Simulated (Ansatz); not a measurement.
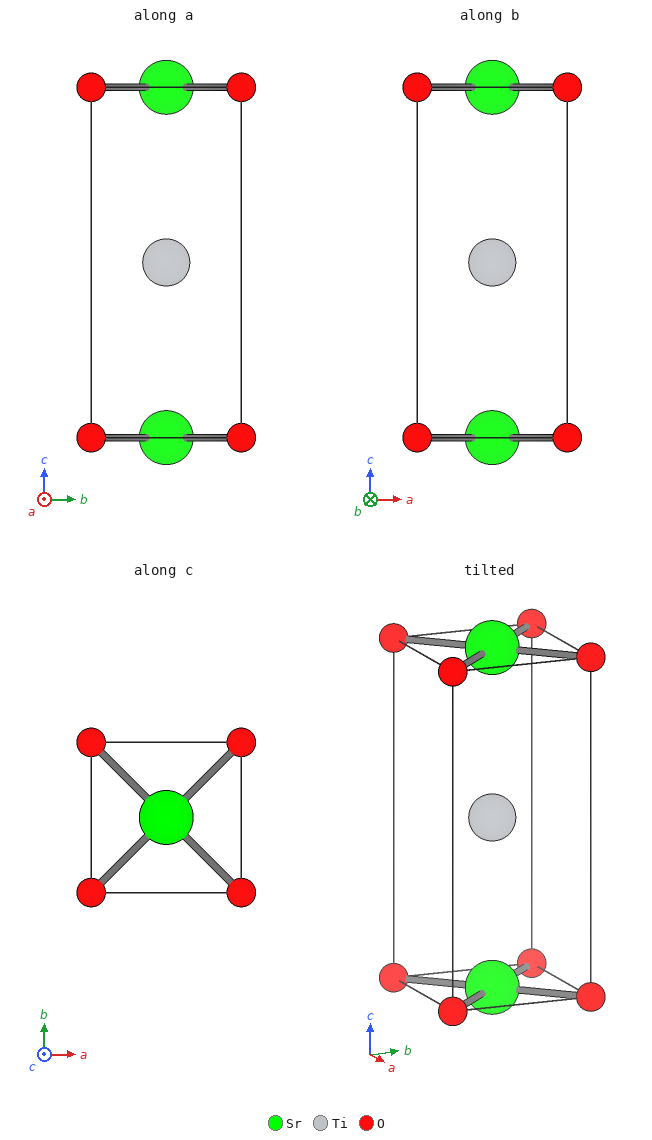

The crystal in a ball-and-stick representation, seen along the a axis, along the b axis, along the c axis and slightly off an axis. The outline marks the conventional unit cell.

Lattice parameters: a = 3.3789 Å, b = 3.3789 Å, c = 7.8822 Å, α = 90.000°, β = 90.000°, γ = 90.000°.

Transcribe the picture into a CIF with its space group and independent sites.

Answer.
```cif
data_structure
_symmetry_space_group_name_H-M 'P 4/m m m'
_symmetry_Int_Tables_number 123
_cell_length_a 3.3789
_cell_length_b 3.3789
_cell_length_c 7.8822
_cell_angle_alpha 90.000
_cell_angle_beta 90.000
_cell_angle_gamma 90.000
_cell_volume 89.99
loop_
_atom_site_label
_atom_site_type_symbol
_atom_site_symmetry_multiplicity
_atom_site_Wyckoff_symbol
_atom_site_fract_x
_atom_site_fract_y
_atom_site_fract_z
_atom_site_occupancy
Sr1 Sr 1 c 0.5000 0.5000 0.0000 1
Ti1 Ti 1 d 0.5000 0.5000 0.5000 1
O1 O 1 a 0.0000 0.0000 0.0000 1
```

The cell started as a random cell made by a generator, so it need not be a real form of the compound. Earlier steps of the study may have refined or changed the cell and positions. Ansatz was used for an electronic-structure calculation on it.
